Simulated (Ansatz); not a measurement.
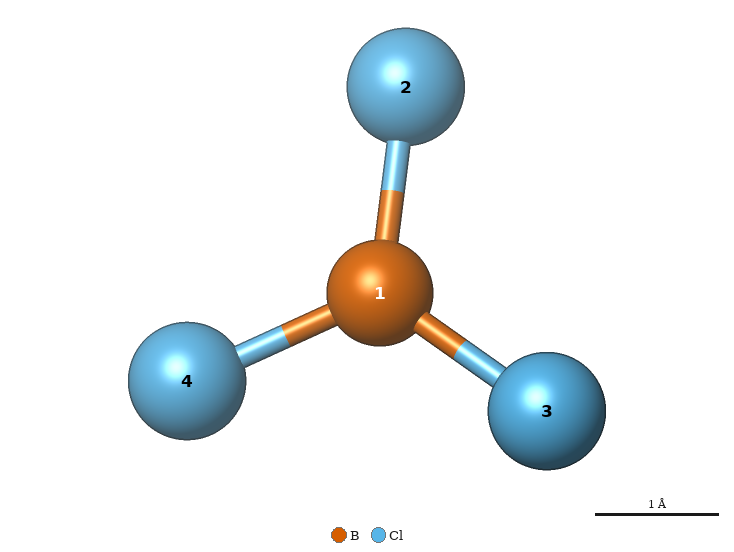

Orthographic view. Depth is shown by fading: the farther an atom, the more it takes the colour of the background. The geometry was computed by an optimisation with PBE0-D4/def2-TZVP.

Give the geometry as a Z-matrix, atoms in numerical order, with these reference atoms: 2 to 1; 3 to 1, 2; 4 to 1, 3, 2.

```
B  
Cl   1   1.737
Cl   1   1.737   2   120.0
Cl   1   1.737   3   120.0   2   180.0
```
